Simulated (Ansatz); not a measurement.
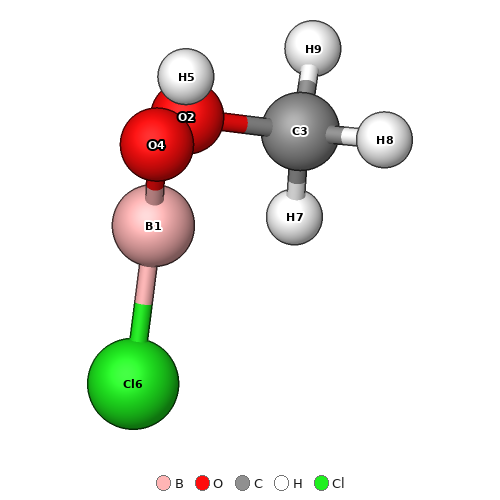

The system is the reacting system CH4BClO2 (fragments CH₄BClO₂ where the first distance is long, BClO + CH₄O where the second is long); the picture shows the reference structure. First axis: distance O2–H5 (bond that forms). Second axis: distance B1–O2 (bond that breaks). Relaxed at each point: all other coordinates. The grid has 9 × 9 points. Points are written as (first, second). All energies are given in kcal/mol relative to the lowest grid point. Energies and slopes of some neighbouring points disagree (a jump in structure or state, or too coarse a mesh). The reference is spin-restricted, so regions where a bond is pulled apart into radicals lie too high. These are results of RKS r2SCAN0-D4/def2-SVP (Ansatz 0.2.0), not measurements.

Its coordinates:

```xyz
9

B    -0.6074   -1.0759    0.8430
O    -0.5851    0.1137   -0.4374
C     0.6272    0.7503   -0.7584
O    -1.3858   -0.4267    1.6147
H    -1.2403    0.3802    0.6303
Cl    0.3280   -2.5077    0.6807
H     1.3097    0.0323   -1.2297
H     1.1212    1.1743    0.1279
H     0.4325    1.5594   -1.4711
```

Range: distance O2–H5 (bond that forms) from 0.873 to 2.673 Å; distance B1–O2 (bond that breaks) from 1.350 to 2.550 Å.

Predict the map.

Answer. The lowest grid point is at (2.396 Å, 1.350 Å). It lies at the edge of the scanned range, so the true minimum may lie outside. Other grid points that lie below all their neighbours: (1.007 Å, 1.562 Å) (47 kcal/mol higher). The highest grid point, (2.673 Å, 2.550 Å), lies 120 kcal/mol above the lowest.

| second ↓, first → | 0.873 | 1.007 | 1.191 | 1.401 | 1.630 | 1.873 | 2.129 | 2.396 | 2.673 |
| --- | --- | --- | --- | --- | --- | --- | --- | --- | --- |
| 2.550 | 59 | 54 | 73 | 97 | 110 | 116 | 119 | 120 | 120 |
| 2.366 | 58 | 54 | 72 | 93 | 102 | 105 | 106 | 106 | 106 |
| 2.188 | 57 | 53 | 71 | 87 | 91 | 91 | 90 | 89 | 89 |
| 2.017 | 56 | 51 | 69 | 78 | 77 | 74 | 72 | 71 | 71 |
| 1.855 | 54 | 49 | 65 | 67 | 61 | 56 | 53 | 52 | 52 |
| 1.702 | 53 | 47 | 59 | 54 | 44 | 38 | 34 | 32 | 33 |
| 1.562 | 53 | 47 | 54 | 42 | 29 | 21 | 17 | 15 | 16 |
| 1.439 | 58 | 51 | 52 | 34 | 20 | 11 | 5 | 4 | 5 |
| 1.350 | 66 | 60 | 54 | 34 | 18 | 7 | 2 | 0 | 2 |

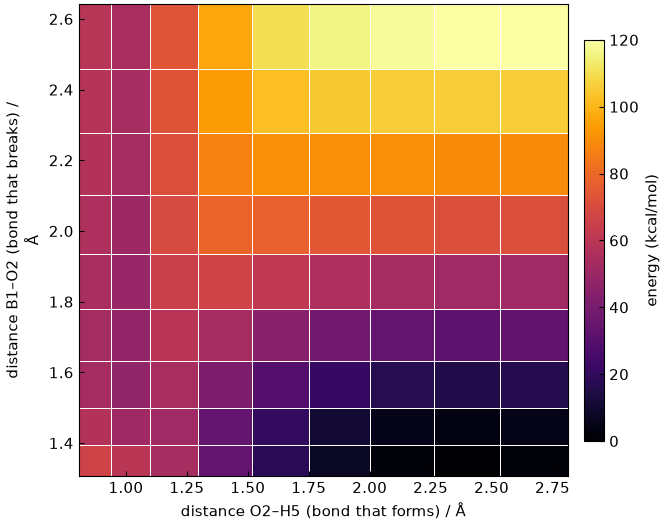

The picture shows one coloured cell a grid point.

Each point was launched as `ansatz run input.yaml --threads 1 --pin off --max-ram 2560MiB --backend cpu --events-out ev --progress --plain --runs-dir out`. Time for the 81 points that were run: 29 min on 1 thread of Intel(R) Xeon(R) 6975P-C (Granite Rapids), with other jobs on the host.
